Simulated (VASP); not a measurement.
Band structure of TiO2 (anatase). These are LDA (Ceperley-Alder, Perdew-Zunger), VASP's LDA PAW potentials (set 64) (plane waves; VASP) values and carry that method's errors.

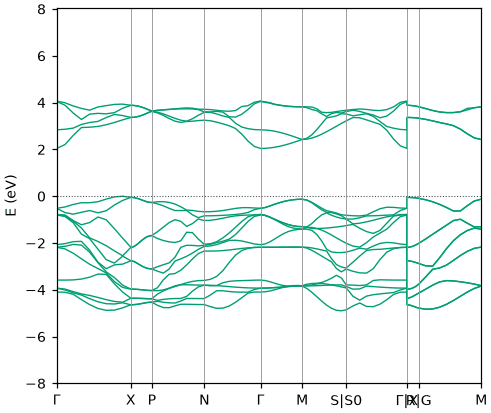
Figure. Bands along high-symmetry lines, zero at the valence-band maximum or, without a gap, the Fermi level

### Question
Read the plot: is there a gap, and where are the band edges?

### Answer
The gap is indirect, 2.04 eV, from the valence maximum at Γ-X at 0.89 to the conduction minimum at Γ. (Edges off the drawn lines would not show.)

The compound is TiO2 in the anatase structure, one of several forms; rutile is the usual stable one. It was relaxed first.
